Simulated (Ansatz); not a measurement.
## Electronic structure of CH3FOSi···H2 in real space

```xyz
9

Si    0.1536   -0.4220   -1.2303
H     0.5647    0.1779    1.3366
H     0.9742    0.6789    1.0501
O    -0.7083    0.9721   -1.4081
C    -1.9509    1.3364   -0.8352
H    -2.2951    0.6121   -0.0919
H    -1.8434    2.3161   -0.3669
H    -2.6956    1.4072   -1.6328
F    -0.8268   -1.2978   -0.2629
```

Not at a stationary point (largest force 1.5 eV/Å).

Method: Ansatz, RKS PBE0/6-31G*.

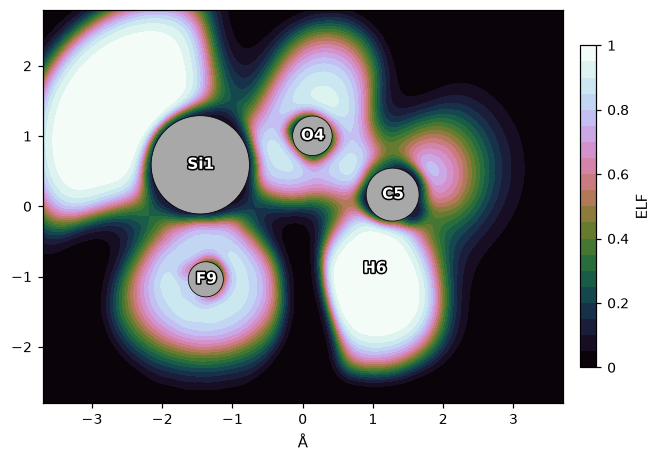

Figure 1. Electron localisation function on the plane of atoms Si1, O4 and C5. Grey discs cover the atomic cores.

Question: Interpret the plot.

Answer:
- The section cuts through Si, O, C, H and F sites.
- C–O (1.42 Å): the ELF peaks at about 0.85 between the atoms, as expected for a polar covalent bond.
- Si–F (1.63 Å): the ELF peaks at about 0.80 in the valence shell of F, 0.5 Å from its nucleus, and is about 0.50 at the midpoint.
- Si–O (1.65 Å): the ELF peaks at about 0.85 between the atoms; a shared but strongly polarised pair.
- C–H (1.09 Å): the ELF climbs to about 1 towards the hydrogen, as it does in any bond to H (a covalent bond by its length).
- The ELF also peaks beside F9, Si1 and O4, away from the bonds: lone-pair regions.

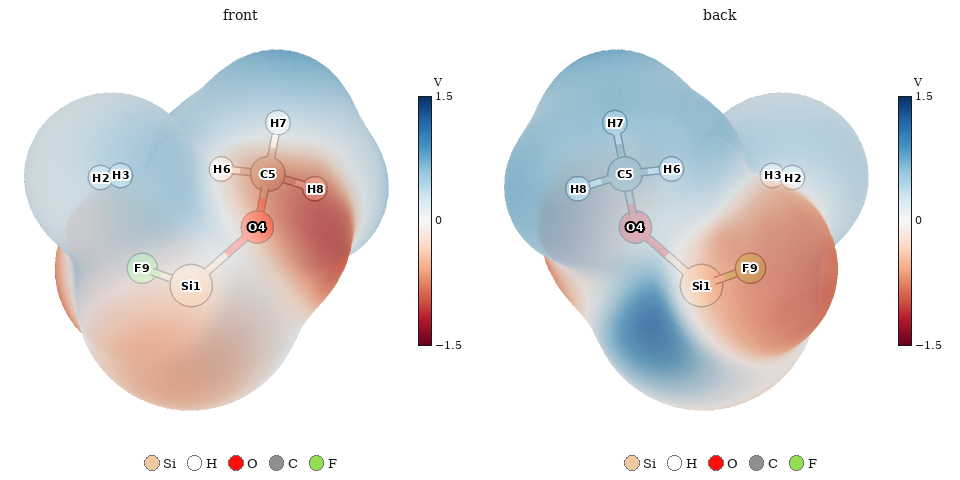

Figure 2. The molecular electrostatic potential painted on the density surface at 0.001 e/bohr³, seen from the front and from behind; the colour scale runs from red (negative) to blue (positive).

Question: Describe the electrostatic potential map.

Answer: The most negative region (about −1.0 V, or −23 kcal/mol for a unit charge) lies over O4, the most positive (about +1.1 V, or +25 kcal/mol for a unit charge) over Si1.

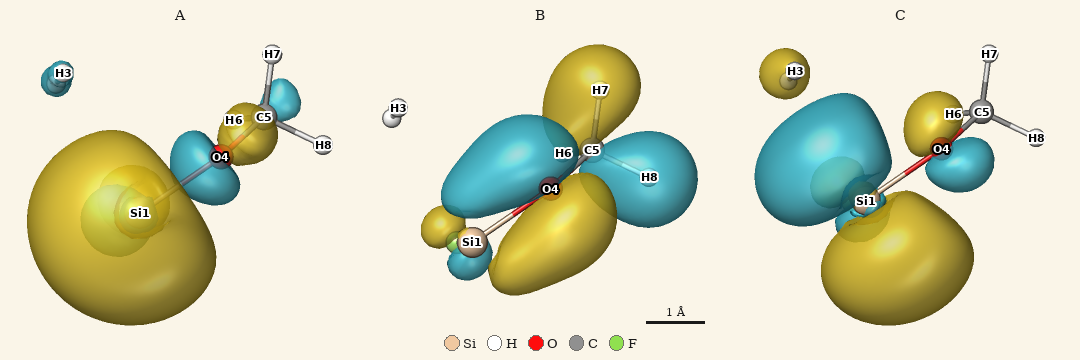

Figure 3. Three frontier orbitals at ±0.1 Å⁻³ᐟ² (yellow and cyan are the two phases), in no order.

Question: Order the three orbitals by energy and name them.

Answer: B is the HOMO−1 (−8.83 eV). By Hirshfeld shares it lies mainly on O4 (about 55 %), C5 (about 15 %), H8 (about 10 %) and H7 (about 5 %). A is the HOMO (−7.37 eV). Its weight (Hirshfeld) is mainly on Si1 (about 75 %), F9 (about 10 %) and O4 (about 10 %). C is the LUMO (−1.05 eV). It lies mainly on Si1 (about 75 %), O4 (about 10 %) and F9 (about 5 %).

Question: What is the HOMO–LUMO gap?

Answer: 6.32 eV between the orbital energies.
